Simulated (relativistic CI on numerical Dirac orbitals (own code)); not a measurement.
# Se¹²⁺: one ion under different settings

Aim: see what numerical and physical settings do to the SCF, the total energy and the lowest levels of Se¹²⁺.

The numbers are computed with relativistic CI on numerical Dirac orbitals (own code) version 3 (Dirac-Coulomb-Breit CI, KLI orbitals optimised for each configuration, model QED (radiative potential, 1s self-energy scaled to tabulated hydrogen-like ionisation energies), numerical settings as typed), except any that are marked as measured or tabulated.

### 1 Starting point

- ion: Se¹²⁺ (Se XIII)
- nuclear charge: 34
- electrons: 22
- isotope: A = 80

### 2 The usual input

The run's settings:

```ini
atom Se  Z=34  charge=12  electrons=22
nucleus A=80  rms_radius_fm=4.1400
hamiltonian dirac-coulomb  breit=on  qed=on  c_scale=1
orbitals kli  potential=per-configuration
slater_scale 1
correlation none
mixing on
grid step=0.0125 r_max=7.9
scf mixing=0.4 start=green max_iterations=150 tolerance=2e-08 node_fill=0.05
configurations
  [Ar] 3d4
  [Ne] 3s2 3p5 3d5
  [Ne] 3s 3p6 3d5
end
```

Launch:

```console
python run_levels.py task.json out
```

task.json lists these runs, among others, and the program works through them in turn.

### 3 Breit term off, start potential thomas-fermi

The run's settings:

```ini
atom Se  Z=34  charge=12  electrons=22
nucleus A=80  rms_radius_fm=4.1400
hamiltonian dirac-coulomb  breit=off  qed=on  c_scale=1
orbitals kli  potential=per-configuration
slater_scale 1
correlation none
mixing on
grid step=0.0125 r_max=7.9
scf mixing=0.4 start=thomas-fermi max_iterations=150 tolerance=2e-08 node_fill=0.05
configurations
  [Ar] 3d4
  [Ne] 3s2 3p5 3d5
  [Ne] 3s 3p6 3d5
end
```

### 4 Grid step 0.03, node fill 0.5

The run's settings:

```ini
atom Se  Z=34  charge=12  electrons=22
nucleus A=80  rms_radius_fm=4.1400
hamiltonian dirac-coulomb  breit=on  qed=on  c_scale=1
orbitals kli  potential=per-configuration
slater_scale 1
correlation none
mixing on
grid step=0.03 r_max=7.9
scf mixing=0.4 start=green max_iterations=150 tolerance=2e-08 node_fill=0.5
configurations
  [Ar] 3d4
  [Ne] 3s2 3p5 3d5
  [Ne] 3s 3p6 3d5
end
```

### 5 Potential mixing 0.9

Settings: those of step 4 with these lines changed.

```diff
@@ -7,4 +7,4 @@
 mixing on
-grid step=0.03 r_max=7.9
-scf mixing=0.4 start=green max_iterations=150 tolerance=2e-08 node_fill=0.5
+grid step=0.0125 r_max=7.9
+scf mixing=0.9 start=green max_iterations=150 tolerance=2e-08 node_fill=0.05
 configurations
```

### 6 Slater scale 0.6

The run's settings:

```ini
atom Se  Z=34  charge=12  electrons=22
nucleus A=80  rms_radius_fm=4.1400
hamiltonian dirac-coulomb  breit=on  qed=on  c_scale=1
orbitals kli  potential=per-configuration
slater_scale 0.6
correlation none
mixing on
grid step=0.0125 r_max=7.9
scf mixing=0.4 start=green max_iterations=150 tolerance=2e-08 node_fill=0.05
configurations
  [Ar] 3d4
  [Ne] 3s2 3p5 3d5
  [Ne] 3s 3p6 3d5
end
```

(Steps that only read results are left out.)

Q: Predict the outcome of this session. Wanted: lowest level, usual settings; total energy; first excitation.

The runs gave:

| setting | total energy less usual (Ha) | largest shift of a level among the lowest eight of both runs, same label and place (cm⁻¹) | SCF iterations | time | lowest level | kind of change |
| --- | --- | --- | --- | --- | --- | --- |
| usual | 0 | 0 | 30 | 0.22 s | 3d4 5D0 | - |
| Breit term off, start potential thomas-fermi | -1.17 | 1160 | 30 | 0.2 s | 3d4 5D0 | model term |
| grid step 0.03, node fill 0.5 | 0.0145 | 455 | 30 | 0.15 s | 3d4 5D0 | numerical |
| potential mixing 0.9 | 0 | 0 | 24 | 0.21 s | 3d4 5D0 | numerical |
| Slater scale 0.6 | 0.137 | 20500 | 30 | 0.22 s | 3d4 5D0 | model term |

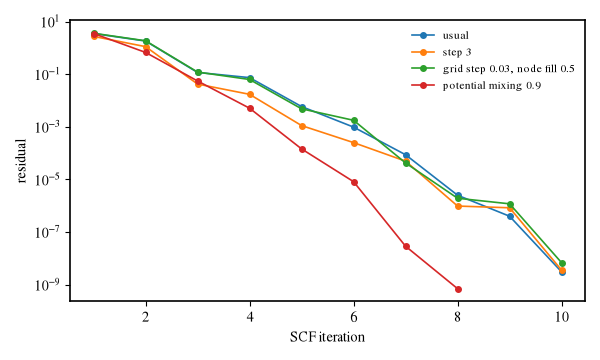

Residual of the first configuration's SCF.

| quantity | value |
| --- | --- |
| lowest level, usual settings | 3d4 5D0 |
| total energy | -2364.4128 Ha |
| first excitation | 1375.8 cm⁻¹ |

In words: Among the runs whose levels can be followed, they move most under «Slater scale 0.6» (model term), by up to 20500 cm⁻¹. No visible change in the result comes from «potential mixing 0.9». Only the listed configurations are in the model.
